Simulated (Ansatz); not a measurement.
The reference is GaP in the zinc blende structure (space group F-43m, No. 216; a = 5.451 Å).

Perturbation: the cell is scaled by 1.0050 in all directions; the atoms relax in the strained cell.

All numbers come from r2SCAN in Ansatz (plane waves to 500 eV, PAW, spin-orbit coupling left out).

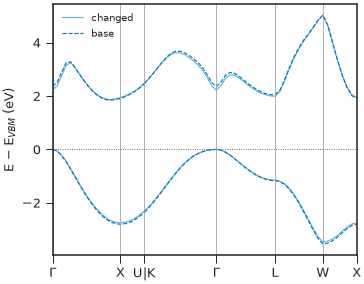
Figure. Highest valence and lowest conduction band along the path, each from its own valence-band maximum

Problem. Read the changed gap and its character from the plot.

Solution. About 1.9 eV, indirect, Γ → Γ–X (87 % along).

Semilocal Kohn–Sham gaps tend to fall short of experiment. No phonon test of stability was made.

Ansatz is an electronic-structure program.
